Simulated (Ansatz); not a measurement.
# Si2H4O + H2S: a complex and its separated parts

Aim: how far the complex at one end of a reaction step lies below its separated, relaxed parts, level by level.

Computed with Ansatz 0.2.0, Gaussian basis. Level: PBE0-D4/def2-TZVP structures, single points in def2-TZVPP, no counterpoise correction.

Levels: SPW92, PBE-D4, BLYP-D4, r2SCAN-D4, B97M-V, PBE0-D4, B3LYP-D4, r2SCAN0-D4, BHLYP-D4, CAM-B3LYP-D4, wB97X-V, wB97M-V, B2PLYP, PBE-QIDH, RPA on PBE, Hartree-Fock, MP2, CCSD, CCSD(T).

Correlated methods freeze the cores. B3LYP uses VWN-RPA correlation. B2PLYP carries no dispersion term here.

56 further runs of the same task are left out: 56 set aside as unsound or not needed.

## Step 1: Where the work starts

The complex: 10 atoms, charge 0, spin multiplicity 1.

Atoms are counted from 1 here; the program's logs count them from 0.

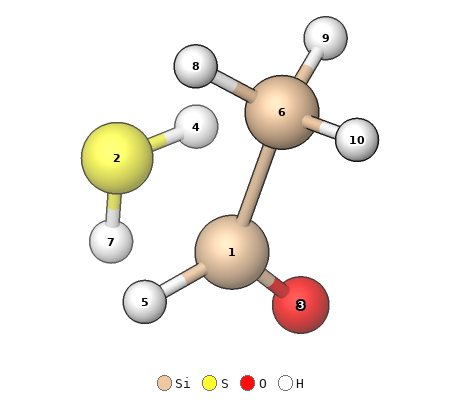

Start geometry, drawn with silicon light orange, sulfur yellow, oxygen red, hydrogen white; atoms are numbered from 1 in the order of the file.

As a file:

```mol
H6OSSi2
  3D, bonds by distance, orders not assigned

 10  8  0  0  0  0  0  0  0  0999 V2000
   -0.1307    1.0356    0.1890 Si  0  0
    1.3186    0.0144   -1.6499 S   0  0
   -1.2014    1.7660   -0.6261 O   0  0
    0.2089   -0.4250   -2.2701 H   0  0
    1.0674    1.7313    0.7632 H   0  0
   -0.5605   -0.9961    1.2935 Si  0  0
    1.2554    1.2029   -2.2775 H   0  0
    0.7084   -1.5925    1.7990 H   0  0
   -1.1839   -1.9538    0.3391 H   0  0
   -1.4823   -0.7828    2.4398 H   0  0
  1  3  8  0
  1  5  8  0
  1  6  8  0
  2  4  8  0
  2  7  8  0
  6  8  8  0
  6  9  8  0
  6 10  8  0
M  END
```

Its parts: Si2H4O holds atoms 1, 3, 5, 6, 8, 9, 10; H2S holds atoms 2, 4, 7. Each part counts its atoms afresh in its own runs.

## Step 2: Relaxing Si2H4O alone

Input file relax-a/in.yaml:

```yaml
crystal:
  periodic: [false, false, false]
  atoms:
    - {symbol: Si, position_ang: [-0.130706, 1.035614, 0.188970]}
    - {symbol: O, position_ang: [-1.201355, 1.766019, -0.626130]}
    - {symbol: H, position_ang: [1.067365, 1.731284, 0.763212]}
    - {symbol: Si, position_ang: [-0.560476, -0.996145, 1.293530]}
    - {symbol: H, position_ang: [0.708432, -1.592544, 1.798950]}
    - {symbol: H, position_ang: [-1.183935, -1.953777, 0.339111]}
    - {symbol: H, position_ang: [-1.482282, -0.782807, 2.439763]}
basis:
  gaussian: {orbitals: def2-TZVP}
hamiltonian: {xc: pbe0, dispersion: d4}
relax: {f_tol: 0.005, max_steps: 200}
```

Command:

```sh
ansatz run in.yaml --threads 4 --pin off --events-out ev --progress --plain --max-ram 9574MiB
```

Log:

```text
Functional definition: PBE0
  name "PBE0"
  cite "Adamo & Barone, J. Chem. Phys. 110, 6158 (1999) doi:10.1063/1.478522"
  cite "Perdew, Burke & Ernzerhof, Phys. Rev. Lett. 77, 3865 (1996) doi:10.1103/PhysRevLett.77.3865"
  parent pbe
  parameter a = 0.25
  parameter kappa = 0.804
  parameter beta = 0.06672455060314922
  exchange = (1 - a)*pbe_x(kappa = kappa, mu = beta*pi^2/3) + a*exact_x
  correlation = pbe_c(beta = beta)
863 factors; their error is unknown
mean field evaluation 1: about -17851.6089 eV, gradient 6.4e1 eV
mean field evaluation 2: about -17764.5445 eV, gradient 1.8e2 eV
mean field evaluation 4: about -17859.1401 eV, gradient 6.1e0 eV
mean field evaluation 8: about -17859.2353 eV, gradient 2.0e-1 eV
mean field evaluation 16: about -17859.3069 eV, gradient 3.8e-5 eV
mean field -17859.30693223 eV, -656.3174242864 hartree, gradient 3.8e-5 eV, S^2 0.000000; 0 other end points of the search recorded, 0 dependent functions left out
the calculation of the forces begins
reference -17859.30696446 eV, -656.3174254707 hartree; 20, 20 occupied and 109, 109 virtual orbitals, 863 factors
relax step   1: F+E_penalty+E_count = -17859.42132096 eV  Δ(F+E_penalty+E_count) = +0.000e0 eV  max|allowed force component| = 6.741e-1 eV/Å  Δτ_max = 0.0000 Å  (26 SCF iters, accepted)
these checks for a lower state are left out or cut short: starts, cluster_reference, orbital_swaps, neighbouring_geometries, increment
863 factors; their error is unknown
mean field -17859.33666827 eV, -656.3185170656 hartree, gradient 1.3e-5 eV, S^2 0.000000; 0 other end points of the search recorded, 0 dependent functions left out
the calculation of the forces begins
reference -17859.33670062 eV, -656.3185182546 hartree; 20, 20 occupied and 109, 109 virtual orbitals, 863 factors
relax step   2: F+E_penalty+E_count = -17859.45057516 eV  Δ(F+E_penalty+E_count) = -2.925e-2 eV  max|allowed force component| = 1.521e0 eV/Å  Δτ_max = 0.1948 Å  (33 SCF iters, accepted)
these checks for a lower state are left out or cut short: starts, cluster_reference, orbital_swaps, neighbouring_geometries, increment
863 factors; their error is unknown
mean field evaluation 32: about -17859.3862 eV, gradient 1.4e-5 eV
mean field -17859.38617514 eV, -656.3203364096 hartree, gradient 1.4e-5 eV, S^2 0.000000; 0 other end points of the search recorded, 0 dependent functions left out
the calculation of the forces begins
reference -17859.38620741 eV, -656.3203375956 hartree; 20, 20 occupied and 109, 109 virtual orbitals, 863 factors
relax step   3: F+E_penalty+E_count = -17859.50030345 eV  Δ(F+E_penalty+E_count) = -4.973e-2 eV  max|allowed force component| = 6.374e-1 eV/Å  Δτ_max = 0.0660 Å  (29 SCF iters, accepted)
these checks for a lower state are left out or cut short: starts, cluster_reference, orbital_swaps, neighbouring_geometries, increment
863 factors; their error is unknown
mean field -17859.39810545 eV, -656.3207748406 hartree, gradient 1.7e-5 eV, S^2 0.000000; 0 other end points of the search recorded, 0 dependent functions left out
the calculation of the forces begins
reference -17859.39813762 eV, -656.3207760226 hartree; 20, 20 occupied and 109, 109 virtual orbitals, 863 factors
relax step   4: F+E_penalty+E_count = -17859.51258675 eV  Δ(F+E_penalty+E_count) = -1.228e-2 eV  max|allowed force component| = 6.671e-2 eV/Å  Δτ_max = 0.0445 Å  (29 SCF iters, accepted)
these checks for a lower state are left out or cut short: starts, cluster_reference, orbital_swaps, neighbouring_geometries, increment
863 factors; their error is unknown
mean field -17859.39939386 eV, -656.3208221887 hartree, gradient 2.3e-5 eV, S^2 0.000000; 0 other end points of the search recorded, 0 dependent functions left out
the calculation of the forces begins
reference -17859.39942594 eV, -656.3208233676 hartree; 20, 20 occupied and 109, 109 virtual orbitals, 863 factors
relax step   5: F+E_penalty+E_count = -17859.51379356 eV  Δ(F+E_penalty+E_count) = -1.207e-3 eV  max|allowed force component| = 3.571e-2 eV/Å  Δτ_max = 0.0614 Å  (28 SCF iters, accepted)
these checks for a lower state are left out or cut short: starts, cluster_reference, orbital_swaps, neighbouring_geometries, increment
863 factors; their error is unknown
mean field -17859.39978511 eV, -656.3208365668 hartree, gradient 1.2e-5 eV, S^2 0.000000; 0 other end points of the search recorded, 0 dependent functions left out
the calculation of the forces begins
reference -17859.39981718 eV, -656.3208377455 hartree; 20, 20 occupied and 109, 109 virtual orbitals, 863 factors
relax step   6: F+E_penalty+E_count = -17859.51418692 eV  Δ(F+E_penalty+E_count) = -3.934e-4 eV  max|allowed force component| = 3.586e-2 eV/Å  Δτ_max = 0.0298 Å  (29 SCF iters, accepted)
these checks for a lower state are left out or cut short: starts, cluster_reference, orbital_swaps, neighbouring_geometries, increment
863 factors; their error is unknown
mean field -17859.40031873 eV, -656.3208561769 hartree, gradient 2.2e-5 eV, S^2 0.000000; 0 other end points of the search recorded, 0 dependent functions left out
the calculation of the forces begins
reference -17859.40035087 eV, -656.3208573581 hartree; 20, 20 occupied and 109, 109 virtual orbitals, 863 factors
relax step   7: F+E_penalty+E_count = -17859.51474871 eV  Δ(F+E_penalty+E_count) = -5.618e-4 eV  max|allowed force component| = 8.774e-2 eV/Å  Δτ_max = 0.0625 Å  (28 SCF iters, accepted)
these checks for a lower state are left out or cut short: starts, cluster_reference, orbital_swaps, neighbouring_geometries, increment
863 factors; their error is unknown
mean field evaluation 64: about -17859.4007 eV, gradient 1.3e-5 eV
mean field -17859.40070873 eV, -656.3208705091 hartree, gradient 2.4e-5 eV, S^2 0.000000; 0 other end points of the search recorded, 0 dependent functions left out
the calculation of the forces begins
reference -17859.40074089 eV, -656.3208716913 hartree; 20, 20 occupied and 109, 109 virtual orbitals, 863 factors
relax step   8: F+E_penalty+E_count = -17859.51515608 eV  Δ(F+E_penalty+E_count) = -4.074e-4 eV  max|allowed force component| = 6.611e-2 eV/Å  Δτ_max = 0.0207 Å  (29 SCF iters, accepted)
these checks for a lower state are left out or cut short: starts, cluster_reference, orbital_swaps, neighbouring_geometries, increment
863 factors; their error is unknown
mean field -17859.40048307 eV, -656.3208622164 hartree, gradient 2.1e-5 eV, S^2 0.000000; 0 other end points of the search recorded, 0 dependent functions left out
the calculation of the forces begins
reference -17859.40051552 eV, -656.3208634090 hartree; 20, 20 occupied and 109, 109 virtual orbitals, 863 factors
relax step   9: F+E_penalty+E_count = -17859.51495342 eV  Δ(F+E_penalty+E_count) = +2.027e-4 eV  max|allowed force component| = 1.722e-1 eV/Å  Δτ_max = 0.0970 Å  (29 SCF iters, rejected (line search))
these checks for a lower state are left out or cut short: starts, cluster_reference, orbital_swaps, neighbouring_geometries, increment
863 factors; their error is unknown
mean field -17859.39929496 eV, -656.3208185542 hartree, gradient 1.6e-5 eV, S^2 0.000000; 0 other end points of the search recorded, 0 dependent functions left out
the calculation of the forces begins
reference -17859.39932723 eV, -656.3208197401 hartree; 20, 20 occupied and 109, 109 virtual orbitals, 863 factors
relax step  10: F+E_penalty+E_count = -17859.51381287 eV  Δ(F+E_penalty+E_count) = +1.343e-3 eV  max|allowed force component| = 1.433e-1 eV/Å  Δτ_max = 0.0485 Å  (29 SCF iters, rejected (line search))
these checks for a lower state are left out or cut short: starts, cluster_reference, orbital_swaps, neighbouring_geometries, increment
863 factors; their error is unknown
mean field -17859.40128025 eV, -656.3208915121 hartree, gradient 2.5e-5 eV, S^2 0.000000; 0 other end points of the search recorded, 0 dependent functions left out
the calculation of the forces begins
reference -17859.40131246 eV, -656.3208926959 hartree; 20, 20 occupied and 109, 109 virtual orbitals, 863 factors
relax step  11: F+E_penalty+E_count = -17859.51574365 eV  Δ(F+E_penalty+E_count) = -5.876e-4 eV  max|allowed force component| = 1.631e-2 eV/Å  Δτ_max = 0.0234 Å  (28 SCF iters, accepted)
these checks for a lower state are left out or cut short: starts, cluster_reference, orbital_swaps, neighbouring_geometries, increment
863 factors; their error is unknown
mean field -17859.40160872 eV, -656.3209035833 hartree, gradient 1.5e-5 eV, S^2 0.000000; 0 other end points of the search recorded, 0 dependent functions left out
the calculation of the forces begins
reference -17859.40164117 eV, -656.3209047756 hartree; 20, 20 occupied and 109, 109 virtual orbitals, 863 factors
relax step  12: F+E_penalty+E_count = -17859.51607306 eV  Δ(F+E_penalty+E_count) = -3.294e-4 eV  max|allowed force component| = 1.545e-1 eV/Å  Δτ_max = 0.0934 Å  (29 SCF iters, accepted)
these checks for a lower state are left out or cut short: starts, cluster_reference, orbital_swaps, neighbouring_geometries, increment
863 factors; their error is unknown
mean field evaluation 96: about -17859.3305 eV, gradient 4.4e-1 eV
mean field -17859.40209006 eV, -656.3209212720 hartree, gradient 2.6e-5 eV, S^2 0.000000; 0 other end points of the search recorded, 0 dependent functions left out
the calculation of the forces begins
reference -17859.40212248 eV, -656.3209224637 hartree; 20, 20 occupied and 109, 109 virtual orbitals, 863 factors
relax step  13: F+E_penalty+E_count = -17859.51656558 eV  Δ(F+E_penalty+E_count) = -4.925e-4 eV  max|allowed force component| = 4.644e-2 eV/Å  Δτ_max = 0.0080 Å  (28 SCF iters, accepted)
these checks for a lower state are left out or cut short: starts, cluster_reference, orbital_swaps, neighbouring_geometries, increment
863 factors; their error is unknown
mean field -17859.40265256 eV, -656.3209419437 hartree, gradient 1.3e-5 eV, S^2 0.000000; 0 other end points of the search recorded, 0 dependent functions left out
the calculation of the forces begins
reference -17859.40268504 eV, -656.3209431374 hartree; 20, 20 occupied and 109, 109 virtual orbitals, 863 factors
relax step  14: F+E_penalty+E_count = -17859.51709450 eV  Δ(F+E_penalty+E_count) = -5.289e-4 eV  max|allowed force component| = 9.315e-3 eV/Å  Δτ_max = 0.0334 Å  (29 SCF iters, accepted)
these checks for a lower state are left out or cut short: starts, cluster_reference, orbital_swaps, neighbouring_geometries, increment
863 factors; their error is unknown
mean field -17859.40321106 eV, -656.3209624681 hartree, gradient 1.2e-5 eV, S^2 0.000000; 0 other end points of the search recorded, 0 dependent functions left out
the calculation of the forces begins
reference -17859.40324359 eV, -656.3209636636 hartree; 20, 20 occupied and 109, 109 virtual orbitals, 863 factors
relax step  15: F+E_penalty+E_count = -17859.51758756 eV  Δ(F+E_penalty+E_count) = -4.931e-4 eV  max|allowed force component| = 1.076e-1 eV/Å  Δτ_max = 0.0870 Å  (29 SCF iters, accepted)
these checks for a lower state are left out or cut short: starts, cluster_reference, orbital_swaps, neighbouring_geometries, increment
863 factors; their error is unknown
mean field -17859.40347607 eV, -656.3209722070 hartree, gradient 2.5e-5 eV, S^2 0.000000; 0 other end points of the search recorded, 0 dependent functions left out
the calculation of the forces begins
reference -17859.40350857 eV, -656.3209734016 hartree; 20, 20 occupied and 109, 109 virtual orbitals, 863 factors
relax step  16: F+E_penalty+E_count = -17859.51786762 eV  Δ(F+E_penalty+E_count) = -2.801e-4 eV  max|allowed force component| = 6.369e-2 eV/Å  Δτ_max = 0.0237 Å  (28 SCF iters, accepted)
these checks for a lower state are left out or cut short: starts, cluster_reference, orbital_swaps, neighbouring_geometries, increment
863 factors; their error is unknown
mean field evaluation 128: about -17859.4036 eV, gradient 3.1e-4 eV
mean field -17859.40362382 eV, -656.3209776369 hartree, gradient 2.6e-5 eV, S^2 0.000000; 0 other end points of the search recorded, 0 dependent functions left out
the calculation of the forces begins
reference -17859.40365625 eV, -656.3209788287 hartree; 20, 20 occupied and 109, 109 virtual orbitals, 863 factors
relax step  17: F+E_penalty+E_count = -17859.51804168 eV  Δ(F+E_penalty+E_count) = -1.741e-4 eV  max|allowed force component| = 5.153e-2 eV/Å  Δτ_max = 0.0621 Å  (28 SCF iters, accepted)
these checks for a lower state are left out or cut short: starts, cluster_reference, orbital_swaps, neighbouring_geometries, increment
863 factors; their error is unknown
mean field -17859.40381603 eV, -656.3209847003 hartree, gradient 2.6e-5 eV, S^2 0.000000; 0 other end points of the search recorded, 0 dependent functions left out
the calculation of the forces begins
reference -17859.40384841 eV, -656.3209858904 hartree; 20, 20 occupied and 109, 109 virtual orbitals, 863 factors
relax step  18: F+E_penalty+E_count = -17859.51824690 eV  Δ(F+E_penalty+E_count) = -2.052e-4 eV  max|allowed force component| = 3.551e-2 eV/Å  Δτ_max = 0.0347 Å  (28 SCF iters, accepted)
these checks for a lower state are left out or cut short: starts, cluster_reference, orbital_swaps, neighbouring_geometries, increment
863 factors; their error is unknown
mean field -17859.40383526 eV, -656.3209854073 hartree, gradient 1.7e-5 eV, S^2 0.000000; 0 other end points of the search recorded, 0 dependent functions left out
the calculation of the forces begins
reference -17859.40386765 eV, -656.3209865975 hartree; 20, 20 occupied and 109, 109 virtual orbitals, 863 factors
relax step  19: F+E_penalty+E_count = -17859.51827635 eV  Δ(F+E_penalty+E_count) = -2.946e-5 eV  max|allowed force component| = 3.698e-2 eV/Å  Δτ_max = 0.0055 Å  (24 SCF iters, accepted)
these checks for a lower state are left out or cut short: starts, cluster_reference, orbital_swaps, neighbouring_geometries, increment
863 factors; their error is unknown
mean field -17859.40387772 eV, -656.3209869675 hartree, gradient 2.6e-5 eV, S^2 0.000000; 0 other end points of the search recorded, 0 dependent functions left out
the calculation of the forces begins
reference -17859.40391010 eV, -656.3209881576 hartree; 20, 20 occupied and 109, 109 virtual orbitals, 863 factors
relax step  20: F+E_penalty+E_count = -17859.51830534 eV  Δ(F+E_penalty+E_count) = -2.898e-5 eV  max|allowed force component| = 2.201e-3 eV/Å  Δτ_max = 0.0056 Å  (28 SCF iters, accepted)
these checks for a lower state are left out or cut short: starts, cluster_reference, orbital_swaps, neighbouring_geometries, increment
863 factors; their error is unknown
mean field -17859.40389175 eV, -656.3209874832 hartree, gradient 2.6e-5 eV, S^2 0.000000; 0 other end points of the search recorded, 0 dependent functions left out
the calculation of the forces begins
reference -17859.40392412 eV, -656.3209886727 hartree; 20, 20 occupied and 109, 109 virtual orbitals, 863 factors
relax step  21: F+E_penalty+E_count = -17859.51831828 eV  Δ(F+E_penalty+E_count) = -1.295e-5 eV  max|allowed force component| = 9.235e-3 eV/Å  Δτ_max = 0.0118 Å  (28 SCF iters, accepted)
these checks for a lower state are left out or cut short: starts, cluster_reference, orbital_swaps, neighbouring_geometries, increment
863 factors; their error is unknown
mean field evaluation 160: about -17859.4039 eV, gradient 1.3e-1 eV
mean field -17859.40389786 eV, -656.3209877075 hartree, gradient 2.6e-5 eV, S^2 0.000000; 0 other end points of the search recorded, 0 dependent functions left out
the calculation of the forces begins
reference -17859.40393021 eV, -656.3209888964 hartree; 20, 20 occupied and 109, 109 virtual orbitals, 863 factors
relax step  22: F+E_penalty+E_count = -17859.51832552 eV  Δ(F+E_penalty+E_count) = -7.233e-6 eV  max|allowed force component| = 9.802e-3 eV/Å  Δτ_max = 0.0130 Å  (28 SCF iters, accepted)
these checks for a lower state are left out or cut short: starts, cluster_reference, orbital_swaps, neighbouring_geometries, increment
863 factors; their error is unknown
mean field -17859.40389929 eV, -656.3209877601 hartree, gradient 7.6e-6 eV, S^2 0.000000; 0 other end points of the search recorded, 0 dependent functions left out
the calculation of the forces begins
reference -17859.40393164 eV, -656.3209889488 hartree; 20, 20 occupied and 109, 109 virtual orbitals, 863 factors
relax step  23: F+E_penalty+E_count = -17859.51832759 eV  Δ(F+E_penalty+E_count) = -2.075e-6 eV  max|allowed force component| = 4.384e-3 eV/Å  Δτ_max = 0.0034 Å  (23 SCF iters, accepted)
863 factors; their error is unknown
mean field -17859.40389929 eV, -656.3209877601 hartree, gradient 8.0e-6 eV, S^2 0.000000; 1 other end points of the search recorded, 0 dependent functions left out
the calculation of the forces begins
reference -17859.40393164 eV, -656.3209889488 hartree; 20, 20 occupied and 109, 109 virtual orbitals, 863 factors
Total energy: -17859.51835994 eV, -656.3251941115 hartree
Atom 0 at    -0.190270     1.072927     0.299090 Å, force    -0.001588     0.000525    -0.003180 eV/Å
Atom 1 at    -0.803737     1.503086    -1.025156 Å, force     0.002406    -0.000639     0.004384 eV/Å
Atom 2 at     0.721947     1.967444     1.077584 Å, force    -0.000775     0.000080    -0.001204 eV/Å
Atom 3 at    -0.578792    -1.018895     1.295707 Å, force    -0.000376    -0.000175     0.000163 eV/Å
Atom 4 at     0.730443    -1.704055     1.465187 Å, force    -0.000116     0.000071     0.000005 eV/Å
Atom 5 at    -1.487745    -1.822323     0.445796 Å, force     0.000240     0.000310     0.000297 eV/Å
Atom 6 at    -1.174804    -0.790541     2.639198 Å, force     0.000210    -0.000172    -0.000465 eV/Å
Dipole moment:     0.253441    -0.355344     0.684895 e Å
```

Run time: 25 s. Hardware: 4 threads of Arm Neoverse V1, shared host.

Step by step: (the energy doesn't fall at every step)

| step | energy from step 1 (eV) | largest force component (eV/Å) |
| --- | --- | --- |
| 1 | 0.0000 | 0.6741 |
| 2 | -0.0293 | 1.5213 |
| 3 | -0.0790 | 0.6374 |
| 4 | -0.0913 | 0.0667 |
| 5 | -0.0925 | 0.0357 |
| 6 | -0.0929 | 0.0359 |
| 7 | -0.0934 | 0.0877 |
| 8 | -0.0938 | 0.0661 |
| 9 | -0.0936 | 0.1722 |
| 10 | -0.0925 | 0.1433 |
| 11 | -0.0944 | 0.0163 |
| 12 | -0.0948 | 0.1545 |
| 13 | -0.0952 | 0.0464 |
| 14 | -0.0958 | 0.0093 |
| 15 | -0.0963 | 0.1076 |
| 16 | -0.0965 | 0.0637 |
| 17 | -0.0967 | 0.0515 |
| 18 | -0.0969 | 0.0355 |
| 19 | -0.0970 | 0.0370 |
| 20 | -0.0970 | 0.0022 |
| 21 | -0.0970 | 0.0092 |
| 22 | -0.0970 | 0.0098 |
| 23 | -0.0970 | 0.0044 |

Close pairs (by a distance rule), those that changed most:

| bond | before (Å) | after (Å) | change (Å) |
| --- | --- | --- | --- |
| Si1–O2 | 1.531 | 1.522 | -0.010 |
| Si4–H6 | 1.489 | 1.481 | -0.008 |
| Si1–H3 | 1.500 | 1.496 | -0.004 |
| Si4–H5 | 1.490 | 1.487 | -0.003 |
| Si1–Si4 | 2.352 | 2.349 | -0.003 |
| Si4–H7 | 1.486 | 1.487 | +0.001 |

## Step 3: Relaxing H2S alone

Input file relax-b/in.yaml:

```yaml
crystal:
  periodic: [false, false, false]
  atoms:
    - {symbol: S, position_ang: [1.318631, 0.014431, -1.649947]}
    - {symbol: H, position_ang: [0.208901, -0.425021, -2.270083]}
    - {symbol: H, position_ang: [1.255426, 1.202944, -2.277478]}
basis:
  gaussian: {orbitals: def2-TZVP}
hamiltonian: {xc: pbe0, dispersion: d4}
relax: {f_tol: 0.005, max_steps: 200}
```

Command:

```sh
ansatz run in.yaml --threads 4 --pin off --events-out ev --progress --plain --max-ram 9574MiB
```

Log, cut to the lines that bear on the results:

```text
[... 5 set-up lines as earlier in the session ...]
[...]
359 factors; their error is unknown
[...]
mean field -10864.44999159 eV, -399.2611730021 hartree, gradient 6.2e-5 eV, S^2 0.000000; 0 other end points of the search recorded, 0 dependent functions left out
[...]
reference -10864.45047891 eV, -399.2611909109 hartree; 9, 9 occupied and 40, 40 virtual orbitals, 359 factors
Total energy: -10864.46265852 eV, -399.2616385033 hartree
Atom 0 at     1.316500     0.015976    -1.652304 Å, force     0.000955    -0.000778     0.001098 eV/Å
Atom 1 at     0.210176    -0.425366    -2.268956 Å, force    -0.002064    -0.002173    -0.000492 eV/Å
Atom 2 at     1.256283     1.201743    -2.276248 Å, force     0.001109     0.002951    -0.000606 eV/Å
Dipole moment:    -0.151911     0.096943    -0.161556 e Å
```

It took 0.7 s on 4 threads of Arm Neoverse V1, shared host.

Step by step:

| step | energy from step 1 (eV) | largest force component (eV/Å) |
| --- | --- | --- |
| 1 | 0.0000 | 0.1104 |
| 2 | -0.0004 | 0.0389 |
| 3 | -0.0005 | 0.0030 |

Distances of close pairs at the start and the end, largest changes first:

| bond | before (Å) | after (Å) | change (Å) |
| --- | --- | --- | --- |
| S1–H3 | 1.345 | 1.341 | -0.004 |
| S1–H2 | 1.345 | 1.341 | -0.004 |

(Part 1 of 3 ends here.)
